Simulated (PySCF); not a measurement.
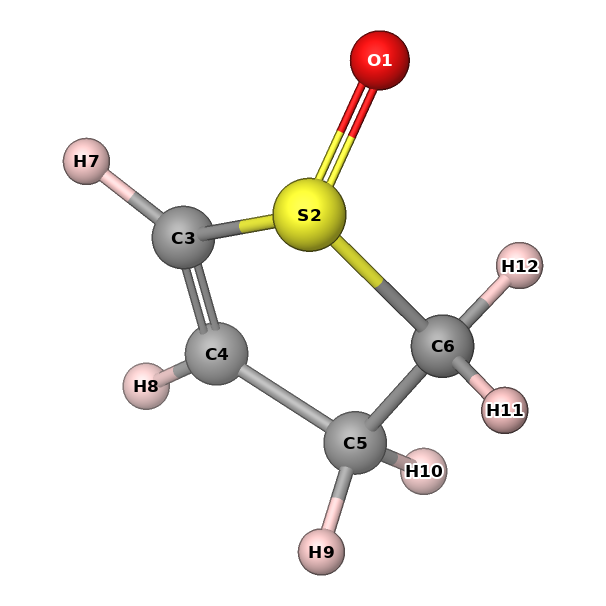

Atoms fade into the background with distance from the viewer. The computed structure is the end point of a PBE0-D3(BJ)/def2-SVP optimisation. No frequency run is at hand to confirm it as a minimum.

> Which atoms or bonds are stereogenic?

Centres: S2.

> What are the Cahn–Ingold–Prelog descriptors?

S2: R.
